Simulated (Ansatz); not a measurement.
Take ZnSiP$_{2}$ in the chalcopyrite structure (space group I-42d, No. 122; a = 5.419 Å, c = 10.540 Å) as the base.

Modification: every lattice vector is stretched by 1.50 %; the atoms relax in the strained cell.

All numbers come from DFT with PBE, PAW potentials and a 420 eV plane-wave cutoff in Ansatz (an electronic-structure program), no spin-orbit coupling.

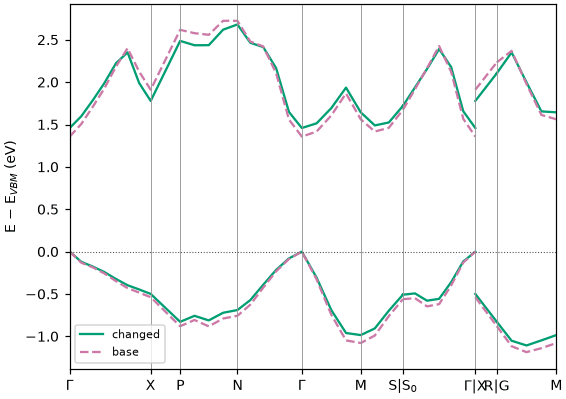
Figure: Highest valence and lowest conduction band along the path, each from its own valence-band maximum

Question: Read the changed gap and its character from the plot.

Answer: About 1.46 eV, direct at Γ.

No phonon test of stability was made.
